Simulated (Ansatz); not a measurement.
# AlBH (quartet): one geometry, many settings at scale of all distances = 1.963

What do other methods and options give for AlBH (quartet) at this geometry, and how long do they take?

Program: Ansatz 0.2.0, Gaussian basis. Level of theory: the settings change from run to run. These are calculated values, not measurements.

20 further runs of the same task are left out: 13 that didn't finish, 7 set aside as unsound or not needed. Runs told in other sessions of the task aren't counted.

**1. The system**

The geometry derives from a PBE0/def2-TZVP stationary point (not a proven minimum). All distances are scaled together.

3 atoms, charge 0, spin multiplicity 4.

Atoms are counted from 1 here; the program's logs count them from 0.

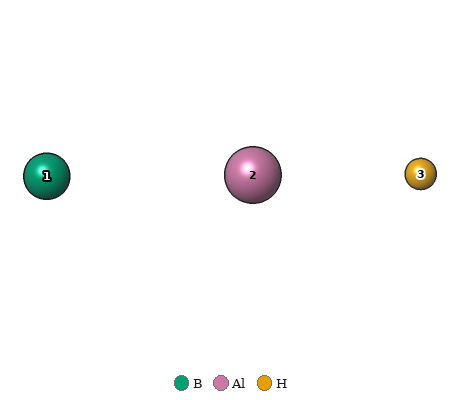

The structure; boron teal, aluminium pink, hydrogen amber; atoms are numbered from 1 in the order of the file.

**2. CASSCF(5,4)/STO-3G**

File in.yaml:

```yaml
crystal:
  periodic: [false, false, false]
  atoms:
    - {symbol: B, position_ang: [0.000000, 0.000000, 3.566771]}
    - {symbol: Al, position_ang: [0.000000, 0.000000, -0.235560]}
    - {symbol: H, position_ang: [0.000000, 0.000000, -3.331211]}
basis:
  gaussian: {orbitals: STO-3G}
magnetization: {spin_polarized: false, initial_magnetization: 3}
correlation: {active_space: {window: {electrons: 5, orbitals: 4}}}
output: {forces: true}
```

Started as:

```sh
> ansatz run in.yaml --threads 1 --pin off --events-out ev --progress --plain --max-ram 2393MiB
```

Log:

```text
Functional definition: HF
  name "HF"
  cite "Fock, Z. Phys. 61, 126 (1930) doi:10.1007/BF01340294"
  parent pbe
  exchange = exact_x
  correlation = 0
160 factors; integrals over basis functions are off by at most 1.2e-4 eV
mean field evaluation 1: about -7166.0864 eV, gradient 7.3e0 eV
mean field evaluation 2: about -7166.0895 eV, gradient 7.3e0 eV
mean field evaluation 4: about -7166.0095 eV, gradient 5.0e0 eV
mean field evaluation 8: about -7169.5131 eV, gradient 8.8e-1 eV
mean field evaluation 16: about -7169.5314 eV, gradient 1.2e-3 eV
mean field evaluation 32: about -7169.4163 eV, gradient 2.8e0 eV
mean field evaluation 64: about -7169.5322 eV, gradient 3.3e-2 eV
mean field evaluation 96: about -7169.5162 eV, gradient 8.7e-5 eV
mean field evaluation 128: about -7169.5161 eV, gradient 1.1e-6 eV
mean field evaluation 160: about -7165.9508 eV, gradient 2.2e0 eV
mean field -7169.53228807 eV, -263.4754519031 hartree, gradient 2.4e-6 eV, S^2 3.750000; 19 other end points of the search recorded, 0 dependent functions left out
reference -7169.53228807 eV, -263.4754519031 hartree; 11, 8 occupied and 4, 7 virtual orbitals, 160 factors
state -7169.53228807 eV, -263.4754519031 hartree
the calculation of the forces begins
Total energy: -7169.53228807 eV, -263.4754519031 hartree
Atom 0 at     0.000000     0.000000     3.566771 Å, force     0.000000    -0.000000    -0.356697 eV/Å
Atom 1 at     0.000000     0.000000    -0.235560 Å, force     0.000000     0.000000     0.603187 eV/Å
Atom 2 at     0.000000     0.000000    -3.331211 Å, force    -0.000000    -0.000000    -0.246490 eV/Å
Dipole moment:    -0.000000    -0.000000    -0.126939 e Å
```

Wall time 0.48 s (1 thread of INTEL XEON PLATINUM 8581C at 2.30GHz, shared host).

From the report: 4 determinants; active occupations 2.00, 1.00, 1.00, 1.00. With so small a space the active step adds no correlation: the energy is the mean field's.

**3. NEVPT2(5,4)/6-31G**

in.yaml: that of step 2 with these lines changed.

```diff
@@ -7,5 +7,4 @@
 basis:
-  gaussian: {orbitals: STO-3G}
+  gaussian: {orbitals: 6-31G}
 magnetization: {spin_polarized: false, initial_magnetization: 3}
-correlation: {active_space: {window: {electrons: 5, orbitals: 4}}}
-output: {forces: true}
+correlation: {method: sc_nevpt2, electrons: all, active_space: {window: {electrons: 5, orbitals: 4}, states: [{multiplicity: 4, weights: [1, 1]}], root: 0}}
```

The command is unchanged.

Log, cut to the lines that bear on the results:

```text
Functional definition: HF
  name "HF"
  cite "Fock, Z. Phys. 61, 126 (1930) doi:10.1007/BF01340294"
  parent pbe
[...]
491 factors; integrals over basis functions are off by at most 1.4e-7 eV
[...]
mean field -7262.04307156 eV, -266.8751604903 hartree, gradient 9.5e-7 eV, S^2 3.750000; 18 other end points of the search recorded, 0 dependent functions left out
reference -7262.04307156 eV, -266.8751604903 hartree; 11, 8 occupied and 13, 16 virtual orbitals, 491 factors
state -7262.03284621 eV, -266.8747847157 hartree
state -7256.65134492 eV, -266.6770181909 hartree
state -7262.03284621 eV, -266.8747847157 hartree; corrected -7263.19865301 eV, -266.9176273254 hartree
state -7256.65134492 eV, -266.6770181909 hartree; corrected -7257.66642099 eV, -266.7143215483 hartree
Total energy: -7263.19865301 eV, -266.9176273254 hartree
```

Wall time 0.75 s (1 thread of INTEL XEON PLATINUM 8581C at 2.30GHz, shared host).

From the report: 3 determinants; active occupations (of the averaged states) 1.50, 1.50, 1.00, 1.00.

**4. CASSCF(3,5)/6-31G**

in.yaml: that of step 3 with these lines changed.

```diff
@@ -9,2 +9,4 @@
 magnetization: {spin_polarized: false, initial_magnetization: 3}
-correlation: {method: sc_nevpt2, electrons: all, active_space: {window: {electrons: 5, orbitals: 4}, states: [{multiplicity: 4, weights: [1, 1]}], root: 0}}
+correlation: {active_space: {window: {electrons: 3, orbitals: 5}, states: [{multiplicity: 4, weights: [1, 1, 1]}], root: 0}}
+accuracy: high
+output: {forces: true}
```

Launched as before.

Log, cut to the lines that bear on the results:

```text
Functional definition: HF
  name "HF"
  cite "Fock, Z. Phys. 61, 126 (1930) doi:10.1007/BF01340294"
  parent pbe
[...]
509 factors; integrals over basis functions are off by at most 4.1e-9 eV
[...]
mean field -7262.04307157 eV, -266.8751604907 hartree, gradient 2.5e-8 eV, S^2 3.750000; 18 other end points of the search recorded, 0 dependent functions left out
reference -7262.04307157 eV, -266.8751604907 hartree; 11, 8 occupied and 13, 16 virtual orbitals, 509 factors
state -7262.04176641 eV, -266.8751125268 hartree
state -7262.04169869 eV, -266.8751100380 hartree
state -7261.95032252 eV, -266.8717520260 hartree
[...]
Total energy: -7262.04176641 eV, -266.8751125268 hartree
Atom 0 at     0.000000     0.000000     3.566771 Å, force     0.000000    -0.000000    -0.075358 eV/Å
Atom 1 at     0.000000     0.000000    -0.235560 Å, force    -0.000000     0.000000     0.124243 eV/Å
Atom 2 at     0.000000     0.000000    -3.331211 Å, force     0.000000    -0.000000    -0.048885 eV/Å
Dipole moment:    -0.000000     0.000000     0.141506 e Å
```

It took 0.93 s on 1 thread of INTEL XEON PLATINUM 8581C at 2.30GHz, shared host.

From the report: 10 determinants; active occupations (of the averaged states) 1.00, 0.67, 0.67, 0.38, 0.29.

**5. HF (ROHF)/6-31G**

in.yaml: that of step 4 with these lines changed.

```diff
@@ -9,4 +9,3 @@
 magnetization: {spin_polarized: false, initial_magnetization: 3}
-correlation: {active_space: {window: {electrons: 3, orbitals: 5}, states: [{multiplicity: 4, weights: [1, 1, 1]}], root: 0}}
-accuracy: high
-output: {forces: true}
+hamiltonian: {xc: hf, pseudopotentials: {relativity: none}}
+output: {forces: true, orbitals: {seedname: orbitals}}
```

Launched as before.

Log, cut to the lines that bear on the results:

```text
Functional definition: HF
  name "HF"
  cite "Fock, Z. Phys. 61, 126 (1930) doi:10.1007/BF01340294"
  parent pbe
[...]
296 factors; integrals over basis functions are off by at most 2.7e-4 eV
[...]
mean field -7262.04295045 eV, -266.8751560395 hartree, gradient 6.8e-6 eV, S^2 3.750000; 6 other end points of the search recorded, 0 dependent functions left out
[...]
reference -7262.04295045 eV, -266.8751560395 hartree; 11, 8 occupied and 13, 16 virtual orbitals, 296 factors
Total energy: -7262.04295045 eV, -266.8751560395 hartree
Atom 0 at     0.000000     0.000000     3.566771 Å, force    -0.000000    -0.000000    -0.077788 eV/Å
Atom 1 at     0.000000     0.000000    -0.235560 Å, force     0.000000     0.000000     0.126643 eV/Å
Atom 2 at     0.000000     0.000000    -3.331211 Å, force    -0.000000     0.000000    -0.048855 eV/Å
Dipole moment:     0.000000    -0.000000     0.144453 e Å
```

Wall time 0.33 s (1 thread of INTEL XEON PLATINUM 8581C at 2.30GHz, shared host).

**6. HF (UHF)/def2-SVPD**

File in.yaml:

```yaml
crystal:
  periodic: [false, false, false]
  atoms:
    - {symbol: B, position_ang: [0.000000, 0.000000, 3.566771]}
    - {symbol: Al, position_ang: [0.000000, 0.000000, -0.235560]}
    - {symbol: H, position_ang: [0.000000, 0.000000, -3.331211]}
basis:
  gaussian: {orbitals: def2-SVPD}
magnetization: {spin_polarized: true, initial_magnetization: 3}
hamiltonian: {xc: hf}
accuracy: high
output: {orbitals: {seedname: orbitals}}
```

Launched as before.

Log, cut to the lines that bear on the results:

```text
Functional definition: HF
  name "HF"
  cite "Fock, Z. Phys. 61, 126 (1930) doi:10.1007/BF01340294"
  parent pbe
[...]
929 factors; integrals over basis functions are off by at most 3.2e-9 eV
[...]
mean field -7259.81961349 eV, -266.7934499133 hartree, gradient 1.9e-8 eV, S^2 3.779146; 8 other end points of the search recorded, 0 dependent functions left out
reference -7259.81961349 eV, -266.7934499133 hartree; 11, 8 occupied and 41, 44 virtual orbitals, 929 factors
Total energy: -7259.81961349 eV, -266.7934499133 hartree
```

It took 2 s on 1 thread of INTEL XEON PLATINUM 8581C at 2.30GHz, shared host.

From the report: ⟨S²⟩ of the determinant 3.779 (pure quartet: 3.75).

**7. CCSD(T) on UHF/def2-mTZVP**

in.yaml: that of step 6 with these lines changed.

```diff
@@ -7,6 +7,4 @@
 basis:
-  gaussian: {orbitals: def2-SVPD}
+  gaussian: {orbitals: def2-mTZVP}
 magnetization: {spin_polarized: true, initial_magnetization: 3}
-hamiltonian: {xc: hf}
-accuracy: high
-output: {orbitals: {seedname: orbitals}}
+correlation: {method: ccsd_t, electrons: outside_noble_gas}
```

Launched as before.

Log, cut to the lines that bear on the results:

```text
Functional definition: HF
  name "HF"
  cite "Fock, Z. Phys. 61, 126 (1930) doi:10.1007/BF01340294"
  parent pbe
[...]
402 factors; integrals over basis functions are off by at most 5.9e-4 eV
[...]
mean field -7262.81806209 eV, -266.9036408669 hartree, gradient 6.8e-8 eV, S^2 3.759440; 36 other end points of the search recorded, 0 dependent functions left out
determinant -7262.81806209 eV, -266.9036408669 hartree, with singles and doubles -7265.49248359 eV, -267.0019240443 hartree
determinant -7262.75965571 eV, -266.9014944720 hartree, with singles and doubles -7265.40705511 eV, -266.9987846057 hartree
determinant -7262.70369658 eV, -266.8994380119 hartree, with singles and doubles -7265.34562479 eV, -266.9965270829 hartree
determinant -7262.56714396 eV, -266.8944197959 hartree, with singles and doubles -7265.28439491 eV, -266.9942769264 hartree
[...]
determinant -7262.70369658 eV, -266.8994380119 hartree, with singles and doubles -7265.31728046 eV, -266.9954854479 hartree
determinant -7262.56714396 eV, -266.8944197959 hartree, with singles and doubles -7265.26913892 eV, -266.9937162791 hartree
determinant -7261.81618973 eV, -266.8668227368 hartree, with singles and doubles -7265.31408393 eV, -266.9953679778 hartree
determinant -7261.23443500 eV, -266.8454436449 hartree, with singles and doubles -7264.95389236 eV, -266.9821311818 hartree
6 core orbitals not correlated: weight in the atoms' cores, before any rotation towards them, 1.000 or more for the frozen orbitals, at most 0.000 for the correlated occupied ones
reference -7262.81806209 eV, -266.9036408669 hartree; 5, 2 occupied and 33, 36 virtual orbitals, 402 factors
second order -1.73738201 eV of doubles, -0.00000000 eV of singles
cycle   1  -2.63877588 eV  change    7.3e-7 eV  update   2.7e-6
perturbative correction -0.04720316 eV, -0.0017346841 hartree
Total energy: -7265.50404113 eV, -267.0023487761 hartree
```

Wall time 7.5 s (1 thread of INTEL XEON PLATINUM 8581C at 2.30GHz, shared host).

From the report: ⟨S²⟩ of the determinant 3.759 (pure quartet: 3.75); correlation -2.6860 eV; T1 0.024; largest double amplitude 0.10.

**8. BCCD(T) on UHF/6-31G**

in.yaml: that of step 7 with these lines changed.

```diff
@@ -7,4 +7,4 @@
 basis:
-  gaussian: {orbitals: def2-mTZVP}
+  gaussian: {orbitals: 6-31G, fitting: {mean_field: def2-universal-jkfit}}
 magnetization: {spin_polarized: true, initial_magnetization: 3}
-correlation: {method: ccsd_t, electrons: outside_noble_gas}
+correlation: {method: bccd_t, electrons: valence, diis_vectors: 1}
```

Same command.

Log, cut to the lines that bear on the results:

```text
Functional definition: HF
  name "HF"
  cite "Fock, Z. Phys. 61, 126 (1930) doi:10.1007/BF01340294"
  parent pbe
[...]
221 factors; integrals over basis functions are off by at most 1.7e-1 eV
[...]
mean field -7262.05102507 eV, -266.8754527764 hartree, gradient 1.8e-6 eV, S^2 3.751386; 33 other end points of the search recorded, 0 dependent functions left out
determinant -7262.05102507 eV, -266.8754527764 hartree, with singles and doubles -7264.05033643 eV, -266.9489261137 hartree
determinant -7261.96780896 eV, -266.8723946406 hartree, with singles and doubles -7263.93702699 eV, -266.9447620684 hartree
determinant -7261.91402287 eV, -266.8704180382 hartree, with singles and doubles -7263.87333339 eV, -266.9424213718 hartree
determinant -7261.71474234 eV, -266.8630946138 hartree, with singles and doubles -7263.73116128 eV, -266.9371966432 hartree
[...]
determinant -7261.91402287 eV, -266.8704180382 hartree, with singles and doubles -7263.87332838 eV, -266.9424211877 hartree
determinant -7261.71474234 eV, -266.8630946138 hartree, with singles and doubles -7263.77226645 eV, -266.9387072304 hartree
determinant -7260.21374882 eV, -266.8079341195 hartree, with singles and doubles -7263.64614292 eV, -266.9340722760 hartree
6 core orbitals not correlated: weight in the atoms' cores, before any rotation towards them, 1.000 or more for the frozen orbitals, at most 0.000 for the correlated occupied ones
reference -7262.05102507 eV, -266.8754527764 hartree; 5, 2 occupied and 13, 16 virtual orbitals, 221 factors
second order -1.12340266 eV of doubles, -0.00000000 eV of singles
cycle   1  -2.00521102 eV  change   -2.6e-3 eV  update   8.6e-3
[...]
cycle  33  -2.00163578 eV  change   -4.7e-7 eV  update   3.8e-6
perturbative correction -0.02553007 eV, -0.0009382127 hartree
Total energy: -7264.07819092 eV, -266.9499497474 hartree
```

Run time: 2 s. Hardware: 1 thread of INTEL XEON PLATINUM 8581C at 2.30GHz, shared host.

From the report: ⟨S²⟩ of the determinant 3.751 (pure quartet: 3.75); correlation -2.0272 eV; largest double amplitude 0.13.

**9. CCSDT(Q)/B on UHF/6-31G**

File in.yaml:

```yaml
crystal:
  periodic: [false, false, false]
  atoms:
    - {symbol: B, position_ang: [0.000000, 0.000000, 3.566771]}
    - {symbol: Al, position_ang: [0.000000, 0.000000, -0.235560]}
    - {symbol: H, position_ang: [0.000000, 0.000000, -3.331211]}
basis:
  gaussian: {orbitals: 6-31G}
magnetization: {spin_polarized: true, initial_magnetization: 3}
correlation: {method: ccsdt_q_b, electrons: outside_noble_gas}
output: {forces: true}
```

The command is unchanged.

Log, cut to the lines that bear on the results:

```text
Functional definition: HF
  name "HF"
  cite "Fock, Z. Phys. 61, 126 (1930) doi:10.1007/BF01340294"
  parent pbe
[...]
491 factors; integrals over basis functions are off by at most 1.4e-7 eV
[...]
mean field -7262.05203778 eV, -266.8754899926 hartree, gradient 8.5e-6 eV, S^2 3.751388; 33 other end points of the search recorded, 0 dependent functions left out
determinant -7262.05203778 eV, -266.8754899926 hartree, with singles and doubles -7264.05138192 eV, -266.9489645349 hartree
determinant -7261.96860080 eV, -266.8724237402 hartree, with singles and doubles -7263.93784961 eV, -266.9447922991 hartree
determinant -7261.91483826 eV, -266.8704480034 hartree, with singles and doubles -7263.87414132 eV, -266.9424510628 hartree
determinant -7261.71581672 eV, -266.8631340966 hartree, with singles and doubles -7263.73226748 eV, -266.9372372955 hartree
[...]
6 core orbitals not correlated: weight in the atoms' cores, before any rotation towards them, 1.000 or more for the frozen orbitals, at most 0.000 for the correlated occupied ones
reference -7262.05203778 eV, -266.8754899926 hartree; 5, 2 occupied and 13, 16 virtual orbitals, 491 factors
second order -1.12342708 eV of doubles, -0.00000000 eV of singles
cycle   1  -1.59346634 eV  change   -4.7e-1 eV  update   8.5e-2
[...]
cycle  42  -2.06191685 eV  change   -2.4e-8 eV  update   4.0e-8
perturbative correction -0.00220265 eV, -0.0000809459 hartree
[...]
Total energy: -7264.11615728 eV, -266.9513449851 hartree
Atom 0 at     0.000000     0.000000     3.566771 Å, force     0.000000     0.000000    -0.310488 eV/Å
Atom 1 at     0.000000     0.000000    -0.235560 Å, force     0.000000    -0.000000     0.401051 eV/Å
Atom 2 at     0.000000     0.000000    -3.331211 Å, force    -0.000000    -0.000000    -0.090563 eV/Å
Dipole moment:    -0.000000    -0.000000     0.047632 e Å
```

Run time: 9.5 s. Hardware: 1 thread of INTEL XEON PLATINUM 8581C at 2.30GHz, shared host.

From the report: ⟨S²⟩ of the determinant 3.751 (pure quartet: 3.75); correlation -2.0641 eV; T1 0.051; largest double amplitude 0.30.

**10. BCCD(T) on UHF/6-31G***

in.yaml: that of step 9 with these lines changed.

```diff
@@ -7,5 +7,6 @@
 basis:
-  gaussian: {orbitals: 6-31G}
+  gaussian: {orbitals: "6-31G*"}
 magnetization: {spin_polarized: true, initial_magnetization: 3}
-correlation: {method: ccsdt_q_b, electrons: outside_noble_gas}
+correlation: {method: bccd_t, electrons: all}
+scf: {lower_state_search: light}
 output: {forces: true}
```

Launched as before.

Log, cut to the lines that bear on the results:

```text
Functional definition: HF
  name "HF"
  cite "Fock, Z. Phys. 61, 126 (1930) doi:10.1007/BF01340294"
  parent pbe
[...]
337 factors; integrals over basis functions are off by at most 3.8e-4 eV
[...]
mean field -7262.20186324 eV, -266.8809959768 hartree, gradient 3.0e-6 eV, S^2 3.761934; 33 other end points of the search recorded, 0 dependent functions left out
determinant -7262.20186324 eV, -266.8809959768 hartree, with singles and doubles -7265.31242669 eV, -266.9953070752 hartree
determinant -7262.11796634 eV, -266.8779128228 hartree, with singles and doubles -7265.21881957 eV, -266.9918670770 hartree
determinant -7262.06643301 eV, -266.8760190078 hartree, with singles and doubles -7265.16603896 eV, -266.9899274255 hartree
determinant -7261.85977933 eV, -266.8684246249 hartree, with singles and doubles -7265.00921103 eV, -266.9841641052 hartree
[...]
determinant -7261.85977933 eV, -266.8684246249 hartree, with singles and doubles -7265.01450930 eV, -266.9843588132 hartree
determinant -7260.95715647 eV, -266.8352538466 hartree, with singles and doubles -7265.18406807 eV, -266.9905899830 hartree
reference -7262.20186324 eV, -266.8809959768 hartree; 11, 8 occupied and 25, 28 virtual orbitals, 337 factors
second order -2.17394136 eV of doubles, -0.00000000 eV of singles
cycle   1  -3.11057576 eV  change    5.7e-4 eV  update   3.4e-3
[...]
cycle  20  -3.10799725 eV  change    5.3e-9 eV  update   3.8e-8
perturbative correction -0.05962636 eV, -0.0021912282 hartree
[...]
Total energy: -7265.36948684 eV, -266.9974039971 hartree
Atom 0 at     0.000000     0.000000     3.566771 Å, force    -0.000000     0.000000    -0.194869 eV/Å
Atom 1 at     0.000000     0.000000    -0.235560 Å, force    -0.000000     0.000000     0.219521 eV/Å
Atom 2 at     0.000000     0.000000    -3.331211 Å, force     0.000000     0.000000    -0.024653 eV/Å
Dipole moment:     0.000000     0.000000     0.117505 e Å
```

It took 16 s on 1 thread of INTEL XEON PLATINUM 8581C at 2.30GHz, shared host.

From the report: ⟨S²⟩ of the determinant 3.762 (pure quartet: 3.75); correlation -3.1676 eV; largest double amplitude 0.13.

**11. The runs in one table**

Where basis and cores are those of an earlier FCI/6-31G run (-7264.1173 eV), and the records show the same count of frozen orbitals and kind of state, the miss against it is given; a blank cell means that this couldn't be shown.

```csv
level,correlated,functions,energy (eV),from FCI (meV),time
"CASSCF(5,4)/STO-3G",,15,-7169.5323,,0.48 s
"NEVPT2(5,4)/6-31G (lowest root of an average)",all,24,-7263.1987,,0.75 s
"CASSCF(3,5)/6-31G (lowest root of an average)",,24,-7262.0418,,0.93 s
HF (ROHF)/6-31G,,24,-7262.0430,,0.33 s
HF (UHF)/def2-SVPD,,52,-7259.8196,,2 s
CCSD(T) on UHF/def2-mTZVP,outside noble gas,44,-7265.5040,,7.5 s
BCCD(T) on UHF/6-31G,valence,24,-7264.0782,39.1,2 s
CCSDT(Q)/B on UHF/6-31G,outside noble gas,24,-7264.1162,1.1,9.5 s
BCCD(T) on UHF/6-31G*,all,36,-7265.3695,,16 s
```

**12. What came out**

| quantity | value |
| --- | --- |
| runs | 9 |
| quickest | HF (ROHF)/6-31G, 0.33 s |
| slowest | BCCD(T) on UHF/6-31G*, 16 s |

**Reading.** Total energies in different bases, with other cores or another treatment of relativity can't be set against each other. BCCD(T) on UHF/6-31G* took 47 times as long as HF (ROHF)/6-31G; the jobs differ in more than the method. Among the correlated runs with a miss given, it spans +1 to +39 meV.
